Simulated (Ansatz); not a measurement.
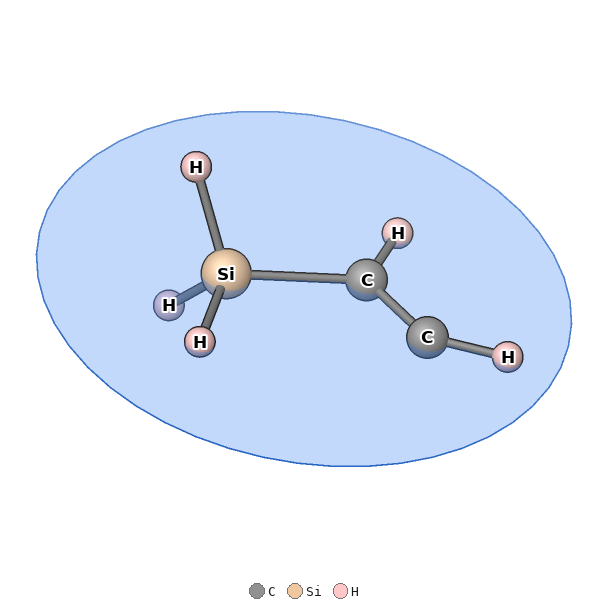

All proper rotation axes (lines) and mirror planes (discs) of the structure are drawn in. Atoms fade into the background with distance from the viewer. State: neutral, doublet. The geometry was computed by an optimisation with PBE0-D4/def2-TZVP. No frequency run is at hand to confirm it as a minimum.

> Name the symmetry elements and the point group.

It has 1 mirror plane. Point group Cs. The group has 2 operations. The geometry is achiral, and symmetry allows a dipole moment.
